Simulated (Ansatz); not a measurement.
AlH6O3P

```xyz
11

Al   -0.0283   -0.3180    0.2192
O     1.3651   -0.3410   -1.2063
O     0.6929   -0.9462    1.6269
O    -0.9466   -1.4195   -0.7327
H     1.5661    0.4678   -1.6613
P    -0.5785    1.9895    0.1191
H     1.0745   -0.9923   -1.8386
H     0.9815   -0.5271    2.4164
H    -1.5686   -2.0546   -0.4246
H    -1.9784    1.8551   -0.0197
H    -0.5796    2.2863    1.5015
```

The calculation used RHF/def2-SVP in Ansatz.

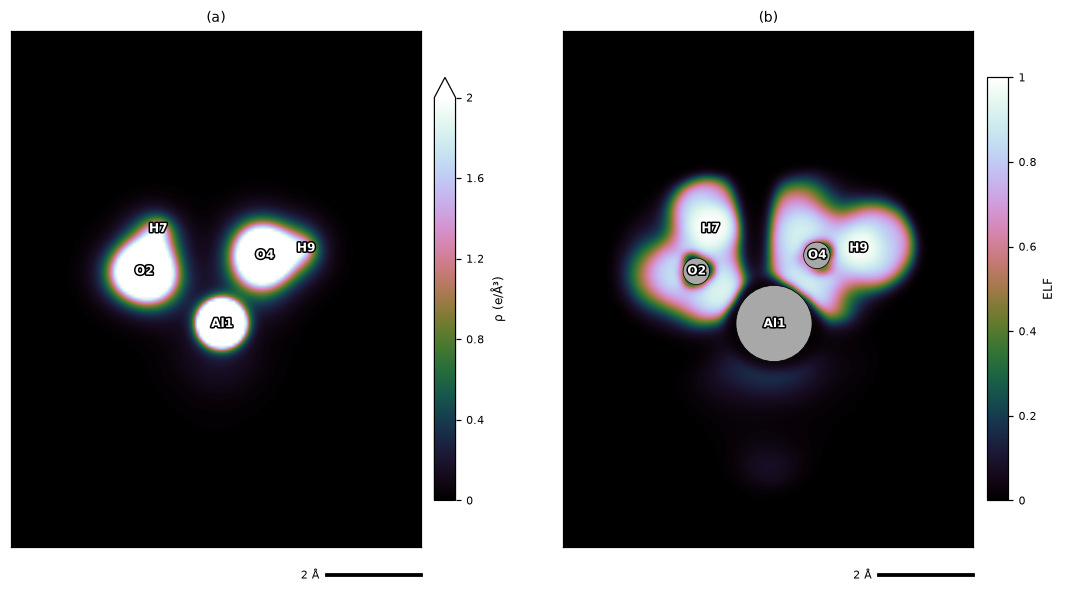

Figure 1. (a) electron density; (b) electron localisation function on the plane of atoms Al1, O2 and H7. Grey discs cover the atomic cores in the ELF map.

Read the bonding off the picture.

- The plane passes through Al, O and H nuclei.
- Al–O (1.72 Å): the density is about 0.81 e/Å³ at the midpoint; the ELF peaks at about 0.90 in the valence shell of O, 0.6 Å from its nucleus, and is about 0.45 at the midpoint.
- O–H (0.95 Å): the density is about 3.9 e/Å³ at the midpoint; the ELF climbs to about 1 towards the hydrogen, as it does in any bond to H; a covalent bond by its length.
- The ELF also peaks beside O4, away from the bonds: lone-pair regions.

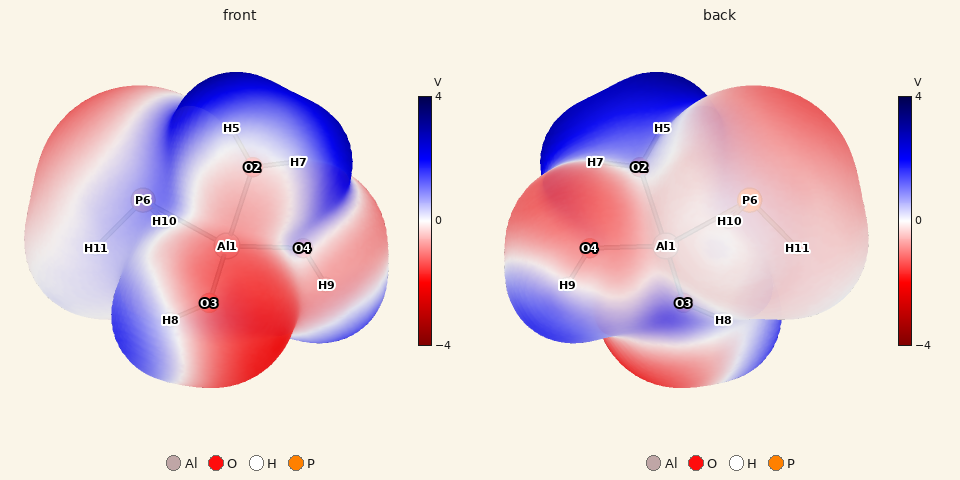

Figure 2. The molecular electrostatic potential painted on the density surface at 0.001 e/bohr³, seen from the front and from behind; red is negative and blue positive.

Which sites attract a positive test charge, and which a negative one?

A positive charge is drawn to the negative regions and a negative charge to the positive ones. The most negative region (about −1.9 V, or −44 kcal/mol for a unit charge) lies over O3, the most positive (about +3.0 V, or +69 kcal/mol for a unit charge) over H5. O3 is the likeliest acceptor of a hydrogen bond.

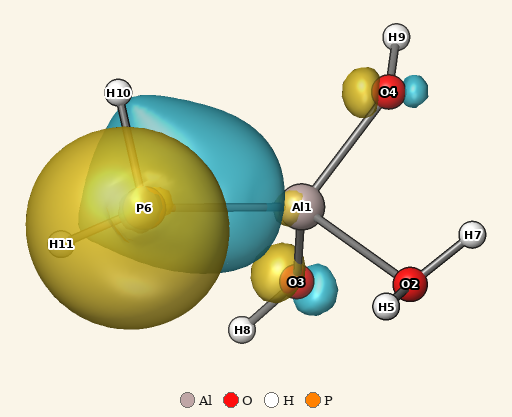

Figure 3. The HOMO at ±0.15 Å⁻³ᐟ² (yellow and cyan are the two phases), seen from one side.

Describe this orbital and give its energy.

It lies mainly on P6 (about 75 %) and Al1 (about 10 %); largely a lone pair of P6. Its energy is −8.81 eV.
